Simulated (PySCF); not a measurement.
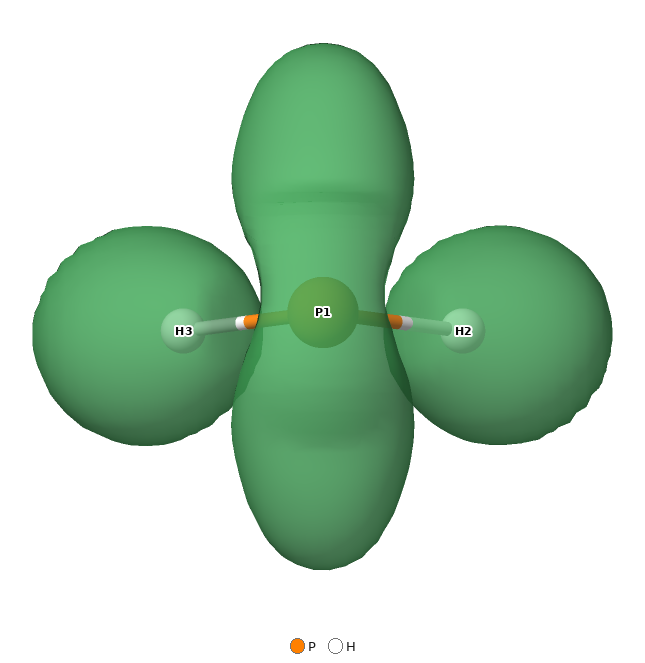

H2P (phosphanide) (charge −1). Isosurface of the ELF at 0.9 (green), seen from one side. Only the valence region is drawn (cores and ρ < 0.01 e/Å³ removed).

Geometry: PBE0-D3(BJ)/ma-def2-SVP.

Computed with DFT single point, gas phase, functional M06-2X (PySCF 2.14.0, density-fitted response routines).

Question: What do the ELF domains correspond to?

Answer: At this value the surface marks out two regions around hydrogen nuclei and one region wrapped around P (its valence shell). Profiles from the grid: P–H (1.44 Å): the ELF climbs to about 1 towards the hydrogen, as it does in any bond to H.
